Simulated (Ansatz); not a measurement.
Nudged elastic band, with input and output: CH$_{3}$Cl$_{2}$FHf

The run: nudged elastic band of CH$_{3}$Cl$_{2}$FHf. Method and program: RKS PBE/def2-SVP (Ansatz 0.2.0).

It belongs to a series of runs on one base structure; here: band between the two ends. Figures and captions count atoms from 1; the log counts them from 0 in places.

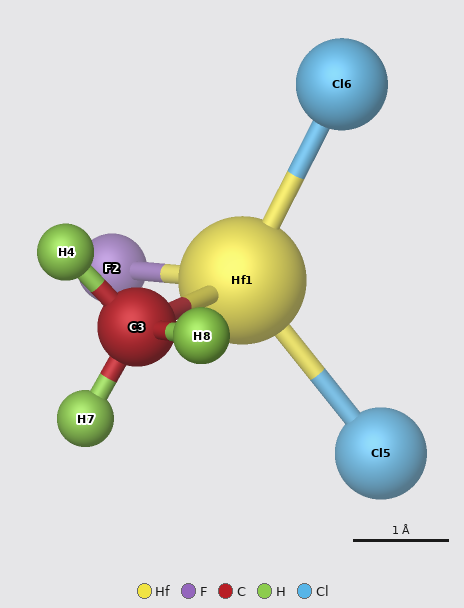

Fig. 1: The structure as given in the input (ball-and-stick view, seen at a tilt; atoms are numbered from 1 in the order of the input). Sticks mark near contacts. Bond lengths as drawn: Cl–Hf 2.36 Å, C–H 1.11 Å, C–Hf 2.19 Å and F–Hf 1.91 Å.

Input file:
```yaml
crystal:
  periodic: [false, false, false]
  atoms:
    - { symbol: Hf, position_ang: [0.314682, 0.135826, -0.978918] }
    - { symbol: F, position_ang: [1.514443, 1.619185, -0.92289] }
    - { symbol: C, position_ang: [-0.29998, -0.084509, 1.11053] }
    - { symbol: H, position_ang: [0.581865, -0.264122, 1.764958] }
    - { symbol: Cl, position_ang: [-1.67498, 0.591383, -2.159625] }
    - { symbol: Cl, position_ang: [1.37498, -1.897971, -1.52645] }
    - { symbol: H, position_ang: [-0.808523, 0.837009, 1.471662] }
    - { symbol: H, position_ang: [-1.002488, -0.936802, 1.240734] }
basis:
  gaussian: { orbitals: def2-SVP }
hamiltonian:
  xc: pbe
neb:
  order_check: false
  images: 9
  f_tol: 0.05
  max_iterations: 60
  final_atoms:
    - { symbol: Hf, position_ang: [0.32224085, 0.12863521, -0.96904093] }
    - { symbol: F, position_ang: [1.73902551, 1.40690178, -0.91364588] }
    - { symbol: C, position_ang: [-0.30123485, -0.08259725, 1.12730414] }
    - { symbol: H, position_ang: [0.39315807, 0.45122544, 1.81330188] }
    - { symbol: Cl, position_ang: [-1.56864911, 0.92314545, -2.13279436] }
    - { symbol: Cl, position_ang: [1.05951882, -2.00712364, -1.64391268] }
    - { symbol: H, position_ang: [-1.3211973, 0.33242693, 1.28702282] }
    - { symbol: H, position_ang: [-0.32286301, -1.15261493, 1.43176603] }
  initial_path:
    images:
      - { positions_ang: [[0.314682, 0.135826, -0.978918], [1.514443, 1.619185, -0.92289], [-0.29998, -0.084509, 1.11053], [0.581865, -0.264122, 1.764958], [-1.67498, 0.591383, -2.159625], [1.37498, -1.897971, -1.52645], [-0.808523, 0.837009, 1.471662], [-1.002488, -0.936802, 1.240734]] }
      - { positions_ang: [[0.17312364, 0.00442408, -0.97776686], [1.48378839, 1.51746507, -0.7617849], [-0.32672097, -0.08739997, 1.11829183], [0.59411842, -0.07077398, 1.56851077], [-1.56896069, 0.69542386, -2.22839543], [1.36464807, -1.9052662, -1.57387552], [-0.89430937, 0.7707556, 1.49230622], [-0.82568849, -0.92462945, 1.36271489]] }
      - { positions_ang: [[0.03156527, -0.12697784, -0.97661571], [1.45313377, 1.41574514, -0.6006798], [-0.35346195, -0.09029094, 1.12605366], [0.60637185, 0.12257404, 1.37206353], [-1.46294138, 0.79946471, -2.29716587], [1.35431615, -1.91256141, -1.62130103], [-0.98009573, 0.70450219, 1.51295043], [-0.64888898, -0.9124569, 1.48469578]] }
      - { positions_ang: [[-0.10999309, -0.25837976, -0.97546457], [1.42247916, 1.31402522, -0.4395747], [-0.38020292, -0.09318191, 1.1338155], [0.61862527, 0.31592206, 1.1756163], [-1.35692207, 0.90350557, -2.3659363], [1.34398422, -1.91985661, -1.66872655], [-1.0658821, 0.63824879, 1.53359465], [-0.47208947, -0.90028435, 1.60667667]] }
      - { positions_ang: [[-0.25155146, -0.38978169, -0.97431343], [1.39182455, 1.21230529, -0.2784696], [-0.40694389, -0.09607288, 1.14157733], [0.63087869, 0.50927008, 0.97916907], [-1.25090275, 1.00754643, -2.43470674], [1.33365229, -1.92715182, -1.71615206], [-1.15166847, 0.57199538, 1.55423887], [-0.29528996, -0.8881118, 1.72865756]] }
      - { positions_ang: [[-0.39310982, -0.52118361, -0.97316228], [1.36116993, 1.11058536, -0.11736451], [-0.43368486, -0.09896385, 1.14933916], [0.64313212, 0.7026181, 0.78272184], [-1.14488344, 1.11158728, -2.50347717], [1.32332036, -1.93444702, -1.76357758], [-1.23745484, 0.50574198, 1.57488308], [-0.11849045, -0.87593924, 1.85063846]] }
      - { positions_ang: [[-0.25003969, -0.39121984, -0.97233801], [1.43674105, 1.16984864, -0.27662078], [-0.40719486, -0.09569053, 1.14493216], [0.59313731, 0.65233957, 0.98883784], [-1.22963658, 1.07389892, -2.42934061], [1.27056006, -1.94898234, -1.7396446], [-1.25420333, 0.47107897, 1.51731103], [-0.15936496, -0.93127438, 1.76686397]] }
      - { positions_ang: [[-0.10696955, -0.26125608, -0.97151374], [1.51231216, 1.22911193, -0.43587706], [-0.38070486, -0.09241721, 1.14052515], [0.5431425, 0.60206104, 1.19495385], [-1.31438971, 1.03621055, -2.35520405], [1.21779975, -1.96351767, -1.71571162], [-1.27095182, 0.43641596, 1.45973898], [-0.20023947, -0.98660952, 1.68308948]] }
      - { positions_ang: [[0.03610058, -0.13129231, -0.97068947], [1.58788328, 1.28837521, -0.59513333], [-0.35421485, -0.08914389, 1.13611815], [0.49314769, 0.5517825, 1.40106986], [-1.39914284, 0.99852218, -2.28106749], [1.16503944, -1.97805299, -1.69177864], [-1.28770031, 0.40175295, 1.40216692], [-0.24111398, -1.04194465, 1.599315]] }
      - { positions_ang: [[0.17917072, -0.00132855, -0.9698652], [1.6634544, 1.34763849, -0.75438961], [-0.32772485, -0.08587057, 1.13171114], [0.44315288, 0.50150397, 1.60718587], [-1.48389598, 0.96083382, -2.20693092], [1.11227913, -1.99258831, -1.66784566], [-1.3044488, 0.36708994, 1.34459487], [-0.2819885, -1.09727979, 1.51554051]] }
      - { positions_ang: [[0.32224085, 0.12863521, -0.96904093], [1.73902551, 1.40690178, -0.91364588], [-0.30123485, -0.08259725, 1.12730414], [0.39315807, 0.45122544, 1.81330188], [-1.56864911, 0.92314545, -2.13279436], [1.05951882, -2.00712364, -1.64391268], [-1.3211973, 0.33242693, 1.28702282], [-0.32286301, -1.15261493, 1.43176603]] }
```

Run on 2 threads of Intel Xeon (Sapphire Rapids), 16 GiB of memory available, shared host.

Launched with:
```bash
ansatz run input.yaml --threads 2 --pin off --max-ram 3072MiB --backend cpu --events-out ev --progress --plain --runs-dir out
```

Output:
```
Engine: ansatz 0.2.0, x86_64-unknown-linux-gnu
Functional definition: PBE
  parameter kappa = 0.804
  parameter beta = 0.06672455060314922
  exchange = pbe_x(kappa = kappa, mu = beta*pi^2/3)
  correlation = pbe_c(beta = beta)
1184 factors; their error is unknown
mean field evaluation 1: about -30127.1755 eV, gradient 6.6e1 eV
mean field evaluation 2: about -30067.6049 eV, gradient 1.8e2 eV
mean field evaluation 4: about -30136.4669 eV, gradient 2.1e1 eV
mean field evaluation 8: about -30137.2984 eV, gradient 1.2e-1 eV
mean field evaluation 16: about -30137.2049 eV, gradient 1.3e-3 eV
mean field -30137.20491217 eV, -1107.5218527910 hartree, gradient 2.8e-5 eV, S^2 0.000000; 0 other end points of the search recorded, 0 dependent functions left out
the calculation of the forces begins
reference -30137.20498837 eV, -1107.5218555914 hartree; 32, 32 occupied and 79, 79 virtual orbitals, 1184 factors
1184 factors; their error is unknown
mean field evaluation 32: about -30137.1561 eV, gradient 1.1e-1 eV
mean field -30137.15610491 eV, -1107.5200591575 hartree, gradient 5.6e-5 eV, S^2 0.000000; 0 other end points of the search recorded, 0 dependent functions left out
[... from here on the field's lines of each further geometry are left out, up to the last ...]
NEB iter   1: max|band force component| = 7.675e0 eV/Å  barrier→ = 4.2425 eV  barrier← = 4.1937 eV  Δτ_max = 0.2000 Å  (332 SCF iters)
NEB iter   2: max|band force component| = 2.380e0 eV/Å  barrier→ = 3.3551 eV  barrier← = 3.3063 eV  Δτ_max = 0.2000 Å  (342 SCF iters)
NEB iter   3: max|band force component| = 4.059e0 eV/Å  barrier→ = 2.8022 eV  barrier← = 2.7534 eV  Δτ_max = 0.1024 Å  (316 SCF iters)
NEB iter   4: max|band force component| = 2.682e0 eV/Å  barrier→ = 2.6545 eV  barrier← = 2.6057 eV  Δτ_max = 0.1968 Å  (298 SCF iters)
NEB iter   5: max|band force component| = 2.875e0 eV/Å  barrier→ = 1.5076 eV  barrier← = 1.4588 eV  Δτ_max = 0.0997 Å  (305 SCF iters)
NEB iter   6: max|band force component| = 1.828e0 eV/Å  barrier→ = 1.1487 eV  barrier← = 1.0998 eV  Δτ_max = 0.1961 Å  (288 SCF iters)
NEB iter   7: max|band force component| = 2.907e0 eV/Å  barrier→ = 0.8058 eV  barrier← = 0.7570 eV  Δτ_max = 0.0990 Å  (301 SCF iters)
NEB iter   8: max|band force component| = 1.065e0 eV/Å  barrier→ = 0.4105 eV  barrier← = 0.3617 eV  Δτ_max = 0.1971 Å  (277 SCF iters)
NEB iter   9: max|band force component| = 8.967e-1 eV/Å  barrier→ = 0.2059 eV  barrier← = 0.1571 eV  Δτ_max = 0.1907 Å  (281 SCF iters)
NEB iter  10: max|band force component| = 1.069e0 eV/Å  barrier→ = 0.1033 eV  barrier← = 0.0545 eV  Δτ_max = 0.1997 Å  (280 SCF iters)
NEB iter  11: max|band force component| = 5.859e-1 eV/Å  barrier→ = 0.0524 eV  barrier← = 0.0036 eV  Δτ_max = 0.1971 Å  (285 SCF iters)
NEB iter  12: max|band force component| = 2.063e-1 eV/Å  barrier→ = 0.0454 eV  barrier← = -0.0034 eV  CI = image 9  Δτ_max = 0.0364 Å  (274 SCF iters)
NEB iter  13: max|band force component| = 1.045e-1 eV/Å  barrier→ = 0.0472 eV  barrier← = -0.0016 eV  CI = image 9  Δτ_max = 0.0196 Å  (271 SCF iters)
the calculation of the forces begins
reference -30137.16145040 eV, -1107.5202556007 hartree; 32, 32 occupied and 79, 79 virtual orbitals, 1184 factors
1184 factors; their error is unknown
mean field evaluation 1344: about -30137.1570 eV, gradient 1.2e-4 eV
mean field -30137.15695785 eV, -1107.5200905024 hartree, gradient 2.0e-5 eV, S^2 0.000000; 1 other end points of the search recorded, 0 dependent functions left out
the calculation of the forces begins
reference -30137.15703284 eV, -1107.5200932583 hartree; 32, 32 occupied and 79, 79 virtual orbitals, 1184 factors
NEB iter  14: max|band force component| = 3.313e-2 eV/Å  barrier→ = 0.0480 eV  barrier← = -0.0009 eV  CI = image 9  Δτ_max = 0.0000 Å  (723 SCF iters)
```

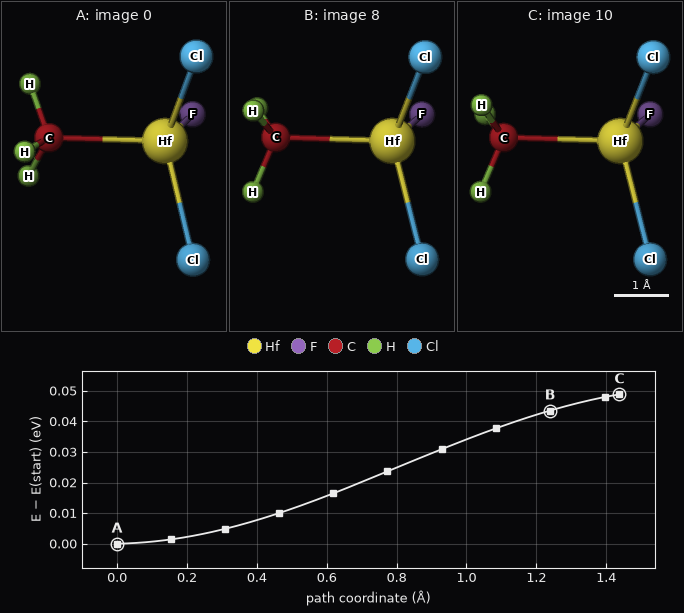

Fig. 2: Images of the last band (counted from 0; ball-and-stick, seen at a tilt) above the energy along the path; the line is a cubic interpolation that uses the forces. No image lies above both ends; the end is 0.049 eV above the start. The path is 1.44 Å long. The band converged in 14 iterations.

```
Total energy: -30137.15703284 eV, -1107.5200932583 hartree
Atom 0 at     0.327573     0.113069    -0.969305 Å, force     0.004829     0.019742    -0.004104 eV/Å
Atom 1 at     1.740547     1.396018    -0.920784 Å, force    -0.020803    -0.016183    -0.001530 eV/Å
Atom 2 at    -0.308341    -0.066797     1.126421 Å, force     0.005451     0.004761     0.008207 eV/Å
Atom 3 at     0.398460     0.456981     1.807395 Å, force    -0.004444    -0.016940    -0.001512 eV/Å
Atom 4 at    -1.554406     0.891292    -2.158394 Å, force     0.004616    -0.008044     0.003463 eV/Å
Atom 5 at     1.069158    -2.032273    -1.606941 Å, force     0.008876     0.001567     0.000532 eV/Å
Atom 6 at    -1.317810     0.374683     1.280858 Å, force     0.012137     0.007361     0.001349 eV/Å
Atom 7 at    -0.355183    -1.132974     1.440752 Å, force    -0.010661     0.007737    -0.006406 eV/Å
Dipole moment:    -0.067910    -0.011997     0.269379 e Å
this run last wrote the band of iteration 14 to [file]
```

The last band as extended XYZ (Å, eV, eV/Å):
```
8
Properties=species:S:1:pos:R:3:forces:R:3 image=0 energy=-30137.20491
Hf    0.3147    0.1358   -0.9789   -0.0004  -0.0006   0.0001
F     1.5144    1.6192   -0.9229   -0.0007   0.0009  -0.0004
C    -0.3000   -0.0845    1.1105   -0.0001  -0.0004   0.0005
H     0.5819   -0.2641    1.7650   -0.0006  -0.0007   0.0000
Cl   -1.6750    0.5914   -2.1596    0.0006  -0.0005  -0.0007
Cl    1.3750   -1.8980   -1.5265   -0.0001   0.0004   0.0002
H    -0.8085    0.8370    1.4717    0.0017   0.0000   0.0008
H    -1.0025   -0.9368    1.2407   -0.0004   0.0009  -0.0007
8
Properties=species:S:1:pos:R:3:forces:R:3 image=1 energy=-30137.20351
Hf    0.3167    0.1290   -0.9787    0.0002   0.0001   0.0000
F     1.5403    1.5929   -0.9274   -0.0029   0.0019  -0.0003
C    -0.3014   -0.0774    1.1115    0.0009   0.0013  -0.0024
H     0.5848   -0.1727    1.7776    0.0000  -0.0086  -0.0004
Cl   -1.6629    0.6152   -2.1640   -0.0010  -0.0041   0.0000
Cl    1.3426   -1.9235   -1.5220    0.0037   0.0018   0.0012
H    -0.8809    0.8127    1.4433    0.0064   0.0040   0.0028
H    -0.9393   -0.9762    1.2598   -0.0074   0.0036  -0.0008
8
Properties=species:S:1:pos:R:3:forces:R:3 image=2 energy=-30137.20007
Hf    0.3214    0.1096   -0.9787    0.0002  -0.0001  -0.0038
F     1.5708    1.5521   -0.9492   -0.0044   0.0041  -0.0005
C    -0.3053   -0.0556    1.1133   -0.0019  -0.0016   0.0026
H     0.5761   -0.0594    1.7922    0.0052  -0.0139  -0.0022
Cl   -1.6438    0.6127   -2.1807   -0.0016  -0.0064   0.0016
Cl    1.3111   -1.9679   -1.4932    0.0073   0.0032   0.0035
H    -0.9530    0.8009    1.4042    0.0098   0.0113   0.0028
H    -0.8774   -0.9924    1.2919   -0.0145   0.0035  -0.0040
8
Properties=species:S:1:pos:R:3:forces:R:3 image=3 energy=-30137.19492
Hf    0.3313    0.0861   -0.9766   -0.0003  -0.0019  -0.0075
F     1.6084    1.5042   -0.9639   -0.0041   0.0068  -0.0017
C    -0.3163   -0.0302    1.1130    0.0010  -0.0047   0.0049
H     0.5523    0.0588    1.8024    0.0094  -0.0185   0.0003
Cl   -1.6101    0.6072   -2.2093   -0.0027  -0.0088   0.0019
Cl    1.2847   -2.0180   -1.4505    0.0091   0.0057   0.0052
H    -1.0277    0.7889    1.3582    0.0083   0.0193   0.0037
H    -0.8225   -0.9970    1.3268   -0.0207   0.0022  -0.0068
8
Properties=species:S:1:pos:R:3:forces:R:3 image=4 energy=-30137.18849
Hf    0.3384    0.0774   -0.9740   -0.0029  -0.0021   0.0011
F     1.6449    1.4682   -0.9588   -0.0036   0.0089  -0.0035
C    -0.3239   -0.0220    1.1136    0.0022  -0.0071  -0.0118
H     0.5286    0.1484    1.8073    0.0094  -0.0253   0.0065
Cl   -1.5819    0.6376   -2.2221   -0.0045  -0.0103  -0.0001
Cl    1.2514   -2.0456   -1.4434    0.0107   0.0059   0.0056
H    -1.0939    0.7518    1.3273    0.0083   0.0197   0.0065
H    -0.7637   -1.0159    1.3501   -0.0195   0.0102  -0.0043
8
Properties=species:S:1:pos:R:3:forces:R:3 image=5 energy=-30137.18128
Hf    0.3370    0.0788   -0.9741    0.0029   0.0088   0.0108
F     1.6710    1.4432   -0.9479   -0.0077   0.0052  -0.0101
C    -0.3210   -0.0266    1.1155   -0.0236   0.0007  -0.0103
H     0.5145    0.2185    1.8071    0.0131  -0.0244   0.0103
Cl   -1.5731    0.6894   -2.2145   -0.0050  -0.0107  -0.0021
Cl    1.2089   -2.0548   -1.4703    0.0135   0.0005   0.0031
H    -1.1457    0.6945    1.3111    0.0239   0.0145   0.0058
H    -0.6915   -1.0431    1.3733   -0.0171   0.0054  -0.0075
8
Properties=species:S:1:pos:R:3:forces:R:3 image=6 energy=-30137.17404
Hf    0.3360    0.0884   -0.9709   -0.0002   0.0067  -0.0060
F     1.6914    1.4318   -0.9465   -0.0123   0.0011  -0.0002
C    -0.3191   -0.0360    1.1203   -0.0149   0.0044  -0.0337
H     0.4910    0.2804    1.8122    0.0246  -0.0186   0.0229
Cl   -1.5660    0.7405   -2.2030   -0.0002  -0.0128   0.0026
Cl    1.1752   -2.0500   -1.5027    0.0118   0.0038   0.0046
H    -1.1983    0.6204    1.3038    0.0133   0.0191   0.0101
H    -0.6103   -1.0755    1.3868   -0.0221  -0.0037  -0.0003
8
Properties=species:S:1:pos:R:3:forces:R:3 image=7 energy=-30137.16722
Hf    0.3320    0.0942   -0.9710    0.0001  -0.0014   0.0007
F     1.7071    1.4168   -0.9441   -0.0059   0.0073  -0.0011
C    -0.3144   -0.0428    1.1233   -0.0118   0.0052  -0.0125
H     0.4661    0.3467    1.8126    0.0190  -0.0173   0.0100
Cl   -1.5638    0.7845   -2.1911   -0.0049  -0.0092  -0.0007
Cl    1.1405   -2.0477   -1.5350    0.0103   0.0030   0.0043
H    -1.2427    0.5451    1.2968    0.0120   0.0180   0.0035
H    -0.5248   -1.0968    1.4085   -0.0187  -0.0058  -0.0042
8
Properties=species:S:1:pos:R:3:forces:R:3 image=8 energy=-30137.16137
Hf    0.3304    0.1021   -0.9699    0.0004   0.0013  -0.0008
F     1.7243    1.4046   -0.9340   -0.0057   0.0044  -0.0008
C    -0.3124   -0.0527    1.1251   -0.0011   0.0015  -0.0035
H     0.4322    0.4061    1.8119    0.0101  -0.0142   0.0037
Cl   -1.5572    0.8345   -2.1783   -0.0031  -0.0082  -0.0003
Cl    1.1085   -2.0421   -1.5669    0.0087   0.0018   0.0026
H    -1.2846    0.4632    1.2863    0.0070   0.0153   0.0043
H    -0.4412   -1.1157    1.4258   -0.0163  -0.0019  -0.0051
8
Properties=species:S:1:pos:R:3:forces:R:3 image=9 energy=-30137.15696
Hf    0.3276    0.1131   -0.9693    0.0048   0.0197  -0.0041
F     1.7405    1.3960   -0.9208   -0.0208  -0.0162  -0.0015
C    -0.3083   -0.0668    1.1264    0.0055   0.0048   0.0082
H     0.3985    0.4570    1.8074   -0.0044  -0.0169  -0.0015
Cl   -1.5544    0.8913   -2.1584    0.0046  -0.0080   0.0035
Cl    1.0692   -2.0323   -1.6069    0.0089   0.0016   0.0005
H    -1.3178    0.3747    1.2809    0.0121   0.0074   0.0013
H    -0.3552   -1.1330    1.4408   -0.0107   0.0077  -0.0064
8
Properties=species:S:1:pos:R:3:forces:R:3 image=10 energy=-30137.15610
Hf    0.3222    0.1286   -0.9690    0.0098   0.0062  -0.0085
F     1.7390    1.4069   -0.9136   -0.0213  -0.0105   0.0004
C    -0.3012   -0.0826    1.1273    0.0006   0.0018   0.0184
H     0.3932    0.4512    1.8133   -0.0056  -0.0167  -0.0062
Cl   -1.5686    0.9231   -2.1328    0.0045  -0.0046   0.0007
Cl    1.0595   -2.0071   -1.6439    0.0042   0.0060   0.0020
H    -1.3212    0.3324    1.2870    0.0146   0.0072   0.0001
H    -0.3229   -1.1526    1.4318   -0.0068   0.0106  -0.0068
```

Results in brief:

| quantity | value |
| --- | --- |
| outcome | converged |
| barrier, forward | 0.048 eV |
| barrier, backward | −0.001 eV |
| wall time | 3.8 min (CPU time 7.2 min) |
| peak memory | 0.26 GiB |

Remarks:

The order of the saddle point was not checked.
